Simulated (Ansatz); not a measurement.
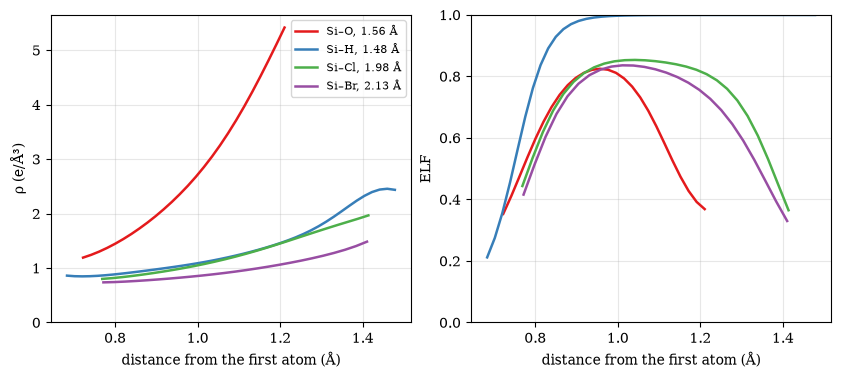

*BrClH3OSi2 (SMILES [SiH3]O[Si+](Cl)Br) (charge +1). Total electron density and electron localisation function along straight lines between neighbouring atoms. The curves leave out the atomic cores.*

Geometry: B3LYP-D3(BJ)/def2-SVP.

Computed with isolated molecule in a Gaussian basis; Kohn-Sham density functional theory, functional PBE0 in Ansatz 0.2.0.

Input file:

```
crystal:
  periodic: [false, false, false]
  atoms:
    - {symbol: Br, position_ang: [0.519107, 2.541780, 0.342466]}
    - {symbol: Cl, position_ang: [-1.977776, 1.242358, 2.502631]}
    - {symbol: O, position_ang: [0.030683, -0.570778, 1.057737]}
    - {symbol: Si, position_ang: [0.629520, -2.183402, 0.730446]}
    - {symbol: Si, position_ang: [-0.443865, 0.898470, 1.292564]}
    - {symbol: H, position_ang: [1.193538, -2.627292, 2.022244]}
    - {symbol: H, position_ang: [-0.567557, -2.936487, 0.302327]}
    - {symbol: H, position_ang: [1.637781, -2.004128, -0.335273]}
basis:
  gaussian: {orbitals: def2-TZVPD}
output: {forces: true, orbitals: {seedname: orbitals}}
hamiltonian: {xc: pbe0}
total_charge: 1
```

Launched as:

```sh
ansatz run input.yaml --threads 2 --pin off --max-ram 4350MiB --events-out events.jsonl --progress --plain --runs-dir runs
```

> Compare the contacts.

Si–O (1.56 Å): ρ at the midpoint is about 1.4 e/Å³; the ELF peaks at about 0.80 between the atoms, as expected for a short, strongly polar bond.
Si–H (1.48 Å): ρ at the midpoint is about 0.85 e/Å³; the ELF climbs to about 1 towards the hydrogen, as it does in any bond to H.
Si–Cl (1.98 Å): the density is about 1 e/Å³ at the midpoint; the ELF peaks at about 0.85 between the atoms: a shared but strongly polarised pair.
Si–Br (2.13 Å): ρ is about 0.91 e/Å³ halfway; the ELF peaks at about 0.85 between the atoms (a shared but strongly polarised pair).
